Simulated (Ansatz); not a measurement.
Nb (bcc, W type)

```yaml
crystal:
  lattice:
    - [-1.65481, 1.65481, 1.65481]
    - [1.65481, -1.65481, 1.65481]
    - [1.65481, 1.65481, -1.65481]
  atoms:
    - { symbol: Nb, position: [0.00000, 0.00000, 0.00000] }
```

The volume is varied about the relaxed value V₀ at fixed cell shape. Symmetry pins the atoms to their sites.

All values below come from PBE (plane waves to 420 eV, PAW, scalar-relativistic; Ansatz, an electronic-structure program). k mesh 20×20×20 (Γ-centred), Fermi-Dirac smearing 0.05 eV. E stands for the smeared free energy. Nb is run without spin polarisation. Nb was relaxed with its symmetry unable to fall. The zero of ΔE is the relaxed starting cell.

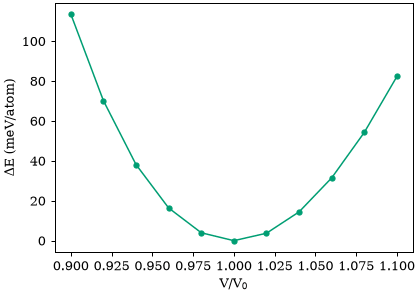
*ΔE (meV/atom) against V/V₀; computed points joined by lines.*

Task: What is ΔE at V/V₀ = 1.100?

Result: About 82 meV/atom.

Task: What is ΔE at V/V₀ = 0.900?

Result: About 110 meV/atom.

Task: What bulk modulus B₀ follows from a third-order Birch-Murnaghan fit?

Result: About 170 GPa.

(Under strain, the slope of the energy per volume gives the stress and its curvature an elastic modulus.)
